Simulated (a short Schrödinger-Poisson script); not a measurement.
Stack: gated Al0.4Ga0.6N/GaN polarisation-induced gas, at 77 K.

```csv
layer,material,thickness (nm),Na (cm⁻³)
1,Al0.4Ga0.6N,20,-
2,GaN,6000,3e15
```

The device is made up for the run: typed textbook-type constants, with dimensions and the other settings drawn at random. Al0.4Ga0.6N: permittivity 9.26, conduction-band edge (eV) 0.58, gap (eV) 4.258, electron mass (mₑ) 0.248, Nv at 300 K (cm⁻³) 4.6e19. GaN: permittivity 9.5, conduction-band edge (eV) 0, gap (eV) 3.43, Nv at 300 K (cm⁻³) 4.6e19.

Channel valleys (confinement mass, in-plane density-of-states mass, number): Γ 0.2, 0.2, 1. At the gate the conduction-band edge of layer 1 lies 1.26 eV − eVg above the Fermi level of the channel; the field vanishes at the back. Sheet of polarisation charge: +2e13 e/cm² at 20 nm from the gate. The barrier under the gate holds no holes. Gaps are held at their typed values at every temperature. Mesh 0.08 nm at interfaces.

Solved with a short Schrödinger-Poisson script written for these runs: 1D Poisson equation in equilibrium, electrons quantum, Hartree (BenDaniel-Duke, 40 states a valley, the channel's in-plane mass for all, wave functions free to enter the barrier), parabolic valleys, classical holes, full ionisation, no traps, pinning or gate leakage.

Only gate voltages with over 1e8 electrons/cm² are shown.

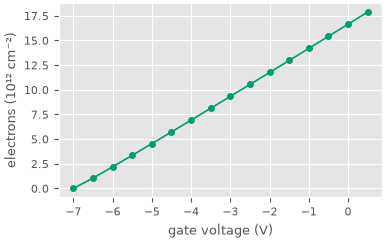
*Sheet density against gate voltage*

```
Vg (V)  electrons (cm⁻²)  in the channel layer  C (μF/cm²)  Γ E0 (meV)  Γ E1 (meV)
------  ----------------  --------------------  ----------  ----------  ----------
0.5              1.79e13               1.63e13       0.396      -188.9       -24.7
-0.5             1.54e13               1.43e13       0.393      -165.6       -18.4
-1.5             1.30e13               1.22e13       0.391      -141.7       -12.5
-2.5             1.05e13               1.01e13       0.388      -117.4        -6.6
-3.5             8.12e12               7.85e12       0.385       -92.5        -0.3
-4.5             5.73e12               5.59e12       0.382       -66.7         7.6
-5.5             3.36e12               3.31e12       0.376       -39.9        19.0
-6.5             1.05e12               1.04e12       0.363       -11.4        32.3
```

Subbands count from the Fermi level.
